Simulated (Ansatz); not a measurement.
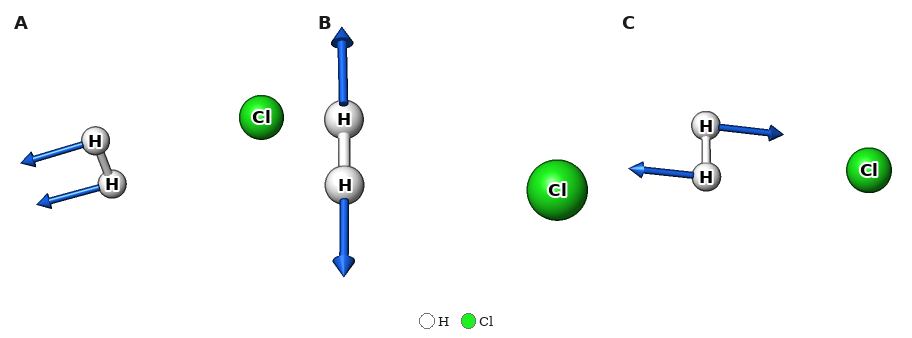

3 normal modes of one molecule or complex, as arrows. Charge 0, doublet. Harmonic vibrations computed with UKS PBE0-D4/def2-SVP (Ansatz 0.2.0) at a stationary point of the same level.

**Match the panels to the wavenumbers 263 cm⁻¹, 859 cm⁻¹, 3783 cm⁻¹.**

A: 263 cm⁻¹
B: 3783 cm⁻¹, H–H stretching
C: 859 cm⁻¹
